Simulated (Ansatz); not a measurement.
Ga$_{4}$As$_{3}$N

Input

```
crystal:
  lattice:
    - [3.8196269219, 0.0, 0.0]
    - [-1.9098134609, 3.3078939473, 0.0]
    - [0.0, 0.0, 12.532981132]
  atoms:
    - { symbol: "N", position: [0.6666666667, 0.3333333333, -0.0025184353] }
    - { symbol: As, position: [0.6666666667, 0.3333333333, 0.4992027601] }
    - { symbol: As, position: [0.3333333333, 0.6666666667, 0.7662357903] }
    - { symbol: As, position: [0.3333333333, 0.6666666667, 0.2324173578] }
    - { symbol: Ga, position: [0.6666666667, 0.3333333333, 0.8421298394] }
    - { symbol: Ga, position: [0.6666666667, 0.3333333333, 0.3039757157] }
    - { symbol: Ga, position: [0.3333333333, 0.6666666667, 0.5719859448] }
    - { symbol: Ga, position: [0.3333333333, 0.6666666667, 0.0365710272] }
kpoints:
  mp_grid: { grid: [12, 12, 2] }
  band_path:
    path:
      - [0.0, 0.0, 0.0]
      - [0.5, 0.0, 0.0]
      - [0.3333333333, 0.3333333333, 0.0]
      - [0.0, 0.0, 0.5]
      - [0.5, 0.0, 0.5]
      - [0.3333333333, 0.3333333333, 0.5]
      - [0.0666666667, 0.0666666667, 0.0]
    npoints: 1
hamiltonian:
  xc: pbe
scf:
  occupations: { method: fermi_dirac, width: 0.02 }
  n_extra_bands: 12
magnetization:
  noncollinear: true
  spin_orbit: true
output:
  forces: true
  stress: true
  eigenvalues: true
  write_density: true
  write_potential: true
  elf: true
  volumetric_format: npy
```

Below, planes, directions and counts refer to the conventional cell (a = 3.82 Å, b = 3.82 Å, c = 12.53 Å, α = 90.00°, β = 90.00°, γ = 120.00°).

Space group P3m1; started from the ordered alloy on wurtzite lattice prototype, which need not be the ambient phase; computed pressure about 3 GPa in this cell.

All numbers below come from DFT, PBE with spin-orbit coupling, plane waves, PAW (Ansatz 0.2.0).

The density is the valence pseudo-density of a PAW calculation; it isn't the true density close to the nuclei.

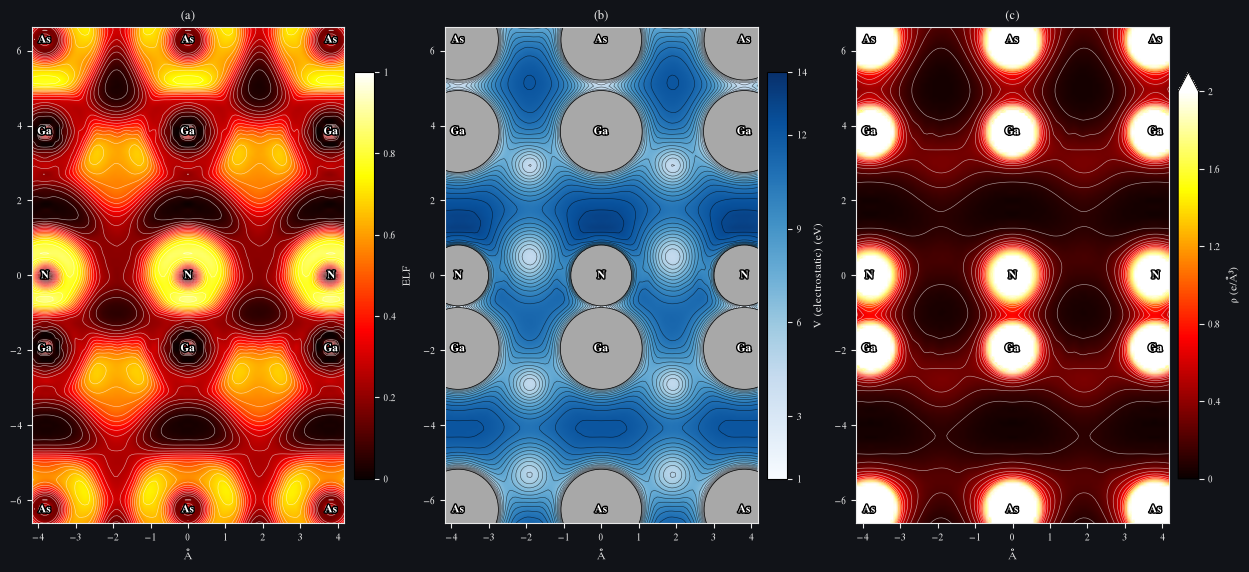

Figure 1. (a) electron localisation function; (b) electrostatic potential (local pseudopotential plus Hartree) felt by an electron; (c) valence pseudo-density on the (010) plane of the conventional cell. Grey discs cover the atomic cores in the potential map.

Interpret the plot.

Answer. The section cuts through N, As and Ga sites. Ga–N (1.95 Å): the density is about 0.79 e/Å³ at the midpoint; the ELF peaks at about 0.90 in the valence shell of N, 0.6 Å from its nucleus, and is about 0.50 at the midpoint. Ga–As (2.45 Å): the density is about 0.47 e/Å³ at the midpoint; the ELF peaks at about 0.80 between the atoms: localised, covalent bonding. Between the atoms the lowest density in this plane is 0.02 e/Å³. Outside the cores the potential energy rises away from the atoms and is highest about 1.3 Å from the nearest atoms; its zero is arbitrary.

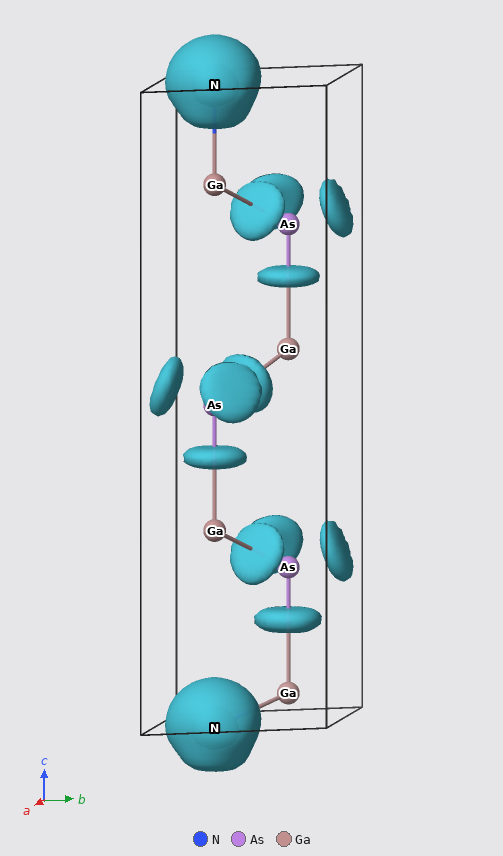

Figure 2. Isosurface of the ELF at 0.7 (cyan), seen slightly off an axis. Only the valence region is drawn (cores and ρ < 0.01 e/Å³ removed). Sticks mark near contacts.

Where are the electrons localised?

Answer. The ELF exceeds this value in twelve regions between bonded As–Ga atoms (shared pairs) and one region wrapped around N (its valence shell), counted in one cell of 8 atoms. Regions shared between cells count once. Along the contacts the grid gives the following. Ga–As (2.38 Å): the ELF peaks at about 0.80 between the atoms, as expected for a covalent bond.
